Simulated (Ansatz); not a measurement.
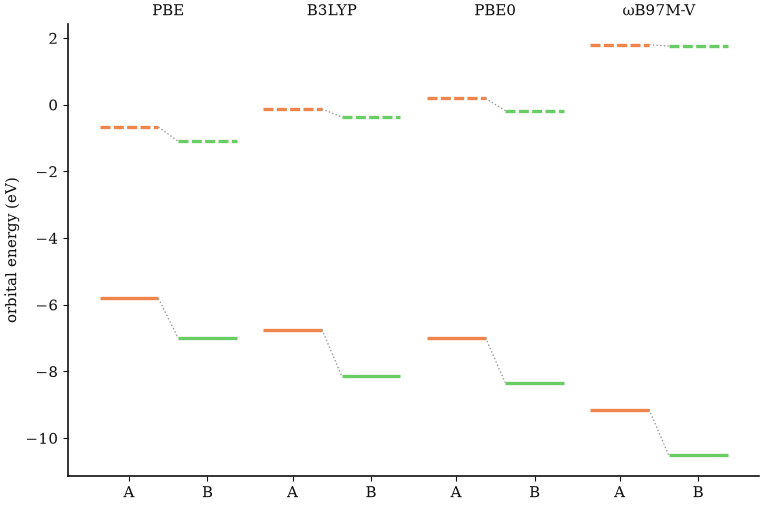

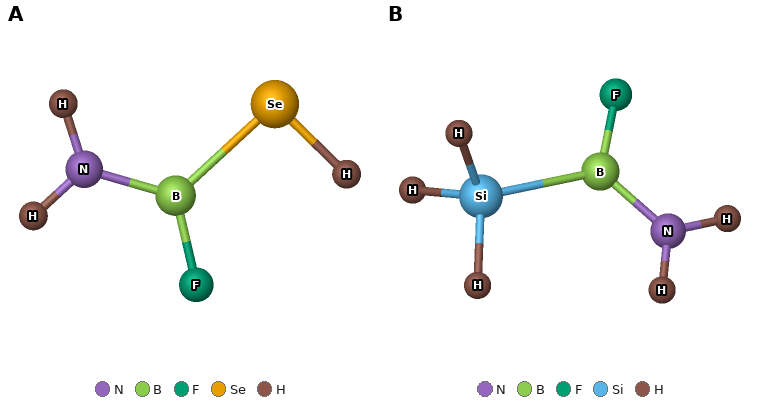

One change: A, BNH₃SeF (SMILES NB(F)[SeH]), becomes B, BSiNH₅F (SMILES NB(F)[SiH3]). SeH on B is replaced by SiH₃. HOMO (solid) and LUMO (dashed) computed in def2-TZVPP at PBE0-D4/def2-TZVP geometries, both minima by their frequencies, gas phase, the Ansatz code. Empty levels above zero depend strongly on the basis.

What does the change do to HOMO and LUMO?

PBE: the HOMO falls by 1.18 eV, the LUMO falls by 0.42 eV, and the separation goes from 5.14 to 5.90 eV. B3LYP: the HOMO falls by 1.38 eV, the LUMO falls by 0.25 eV, and the separation goes from 6.62 to 7.76 eV. PBE0: the HOMO falls by 1.34 eV, the LUMO falls by 0.37 eV, and the separation goes from 7.18 to 8.16 eV. ωB97M-V: the HOMO falls by 1.37 eV, the LUMO falls by 0.04 eV, and the separation goes from 10.94 to 12.28 eV.

Do the functionals agree on the effect?

They agree on the direction for both levels; the HOMO shift lies between −1.38 and −1.18 eV and the LUMO shift between −0.42 and −0.04 eV, while the separations themselves differ by up to 6.4 eV between functionals.
